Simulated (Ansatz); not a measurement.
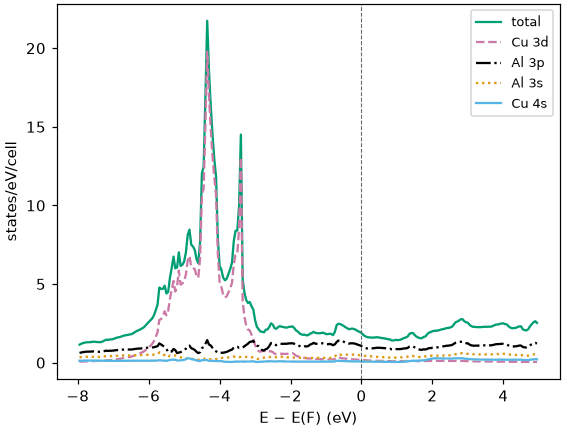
*Total and projected density of states of Al2Cu in space group I4/mcm (No. 140; Al on 8h, Cu on 4a), the program Ansatz at the r²SCAN level (PAW)*

Question: Which orbitals carry the states next to the Fermi level?

Answer: Within 0.5 eV of the Fermi level: Al 3p 57 %, Al 3s 24 %, Cu 3d 9 %, outside the projected shells 6 %. Projections are on Löwdin-orthogonalised atomic valence shells; empty p or d shells of many metals are not among them.

Question: Where is the tallest occupied peak in this window, and what makes it?

Answer: Near -4.3 eV, about 22 states/eV per cell; the largest projected share is Cu 3d.

The r²SCAN relaxation kept the symmetry of its start; of distortions, only those at the zone centre were tested. No spin polarisation was allowed.

Potentials: the later of the program's two PAW sets.
